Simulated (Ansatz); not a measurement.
**Strength of the Si–Si bond: C2H10OSi2 → C2H7OSi + SiH3**

Gas-phase species: C2H10OSi2 `CO[SiH](C)[SiH3]`, singlet; C2H7OSi `CO[SiH]C`, doublet; SiH3 (silyl radical) `[SiH3]`, doublet. 

Shapes, held fixed at every level: PBE0-D4/def2-TZVP. Flexible molecules stand in one conformer, not always the lowest. Programs: Ansatz 0.2.0. Electronic energies: no zero-point or thermal term.

| level | kind | ΔE (kJ/mol) | less CCSD(T)/CBS estimate |
| --- | --- | --- | --- |
| MP2/def2-TZVPP | perturbation theory | +323.3 | -10.2 |
| HF/def2-TZVPP | Hartree–Fock | +237.0 | -96.5 |
| r2SCAN-D4/def2-TZVPP | meta-GGA | +304.0 | -29.5 |
| B3LYP-D4/def2-TZVPP | global hybrid | +313.8 | -19.7 |
| PBE0-D4/def2-TZVPP | global hybrid | +318.0 | -15.5 |
| wB97X-V/def2-TZVPP | range-separated hybrid | +337.2 | +3.7 |
| CCSD(T)/CBS estimate | coupled cluster or CI | +333.5 | 0.0 |

The highest level, CCSD(T)/CBS estimate, gives ΔE = +333.5 kJ/mol; the levels span +237.0 to +337.2. The column of differences is taken from that level and isn't an error. Hartree–Fock misses the correlation of the pair that is broken and comes out low. No measured value is set beside it here. Open shells run unrestricted. The CBS estimate extrapolates MP2 from def2-TZVPP and def2-QZVPP and adds CCSD(T) − MP2 in the triple-zeta set, cores frozen.

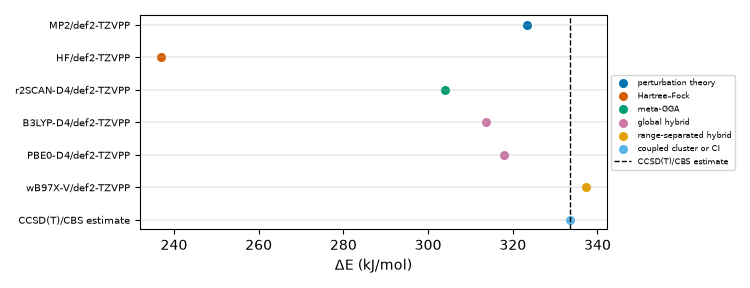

The values of the table, level by level.
